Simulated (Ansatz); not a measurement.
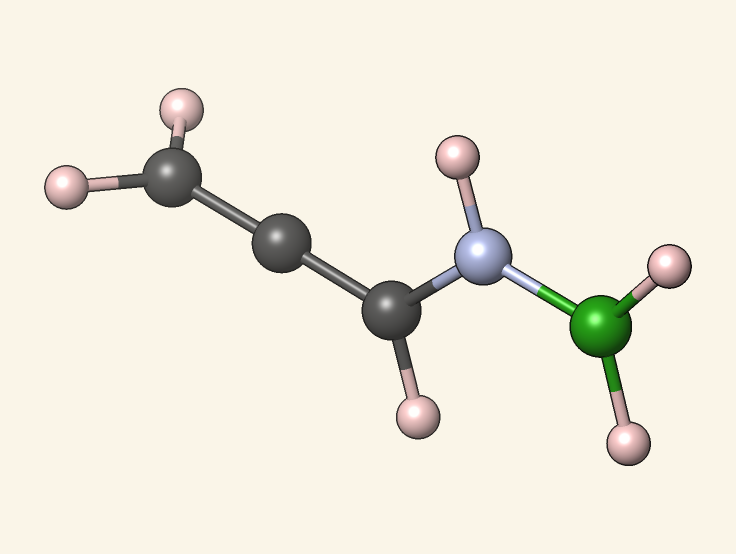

The picture shows a molecular structure as a ball-and-stick model. Colours: boron green, nitrogen light blue, carbon dark grey, hydrogen pink.

The geometry was computed by an optimisation with PBE0-D4/def2-TZVP.

Count the atoms of each element.

C3H6BN, 11 atoms: 3 carbon, 6 hydrogen, 1 boron and 1 nitrogen.

Give a SMILES string for it.

BNC=C=C

Which point group does it belong to?

Cs.

More results for the same structure follow; atom numbers are the same in all pictures, views and colours differ.

Shape

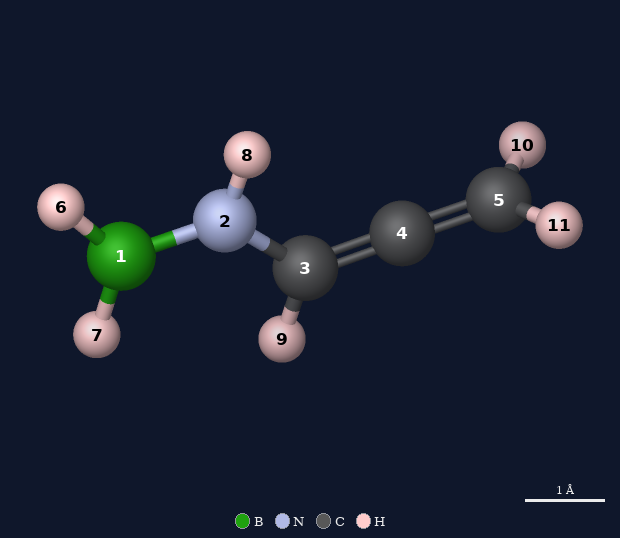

Atoms carry their numbers in the input.

Estimate the angles N2–B1–H6, N2–B1–H7, B1–N2–C3, B1–N2–H8, C3–N2–H8, N2–C3–C4, N2–C3–H9, C4–C3–H9, C3–C4–C5, C4–C5–H10.

| angle | degrees |
| --- | --- |
| N2–B1–H6 | 118.5 |
| N2–B1–H7 | 118.6 |
| B1–N2–C3 | 126.0 |
| B1–N2–H8 | 120.2 |
| C3–N2–H8 | 113.8 |
| N2–C3–C4 | 125.1 |
| N2–C3–H9 | 114.5 |
| C4–C3–H9 | 120.4 |
| C3–C4–C5 | 179.4 |
| C4–C5–H10 | 121.6 |

Charges

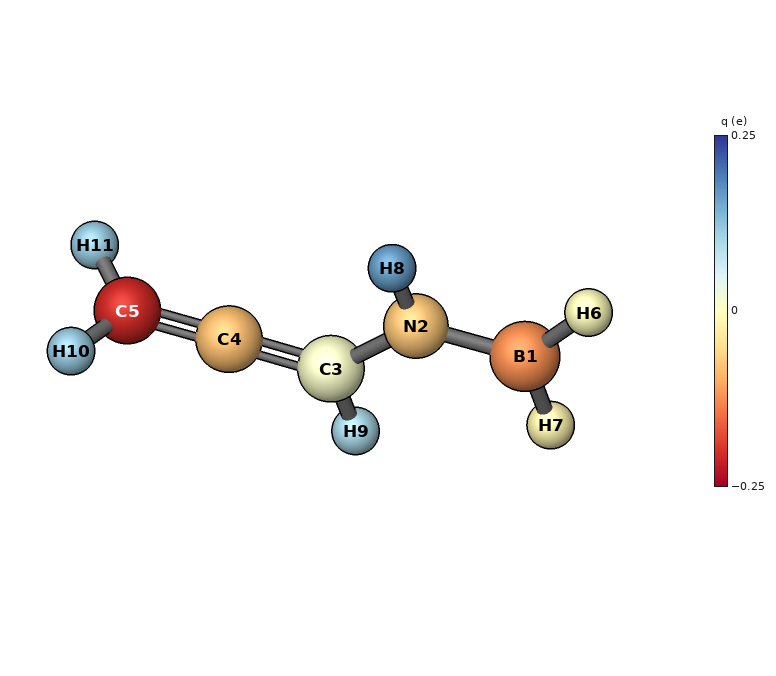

Atoms are coloured by their Mulliken charges. Method: RKS PBE-D4/def2-TZVPP (Ansatz 0.2.0).

Give the Mulliken charges atom by atom.

```csv
atom,value (e)
B1,−0.12
N2,−0.07
C3,0.01
C4,−0.08
C5,−0.20
H6,0.00
H7,−0.01
H8,0.16
H9,0.10
H10,0.11
H11,0.11
```

Vibrations

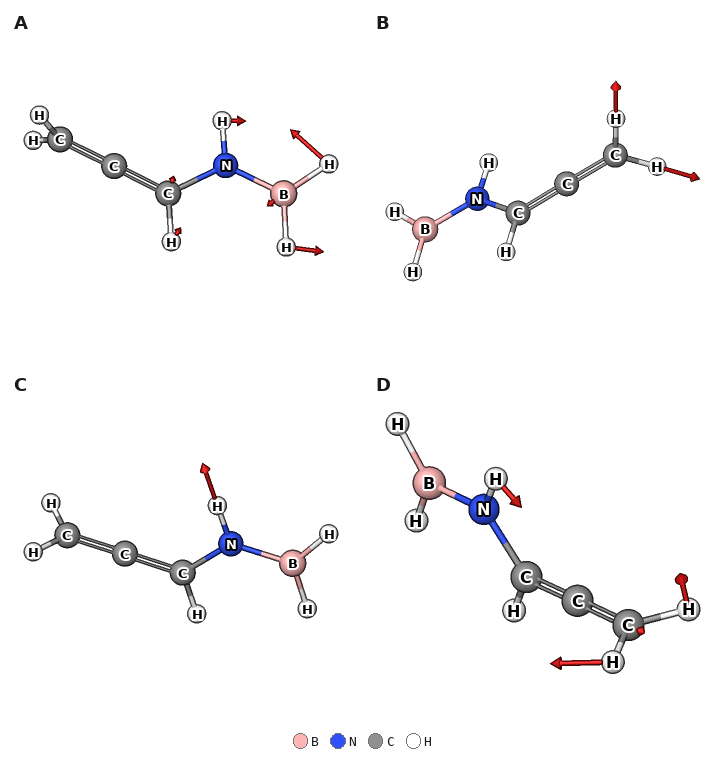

4 normal modes of one molecule or complex, as arrows. Harmonic vibrations computed with RKS PBE0-D4/def2-TZVP (Ansatz 0.2.0) at a stationary point of the same level.

Match the panels to the wavenumbers 879 cm⁻¹, 1459 cm⁻¹, 3122 cm⁻¹, 3611 cm⁻¹.

A: 879 cm⁻¹, H–B–N bending
B: 3122 cm⁻¹, in-phase stretching of 2 C–H bonds
C: 3611 cm⁻¹, N–H stretching
D: 1459 cm⁻¹

Electronic properties

Method: RKS revPBE-D4/def2-TZVPP (Ansatz 0.2.0).

What is the HOMO energy (Kohn–Sham orbital)?

−5.62 eV.

What is the LUMO energy (Kohn–Sham orbital)?

−1.27 eV.

Estimate the dispersion correction.

−60.9 kJ/mol.

Mulliken values depend strongly on the basis set and can even reverse the polarity of a bond.
